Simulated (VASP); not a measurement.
Band structure of Rh (fcc). These are SCAN meta-GGA, VASP's PBE PAW potentials (set 64) (plane waves; VASP) values and carry that method's errors.

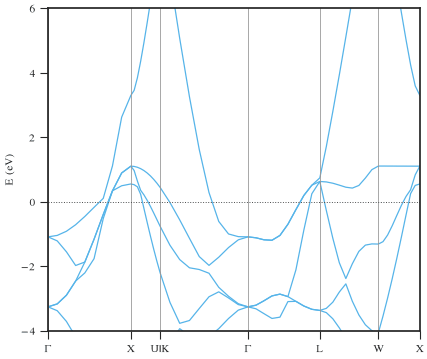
Bands along high-symmetry lines, zero at the valence-band maximum or, without a gap, the Fermi level

### Question
Read the plot: is there a gap, and where are the band edges?

### Answer
It has no gap at this level: it comes out as a metal or semimetal.

The compound is Rh in the fcc structure. It was relaxed first.
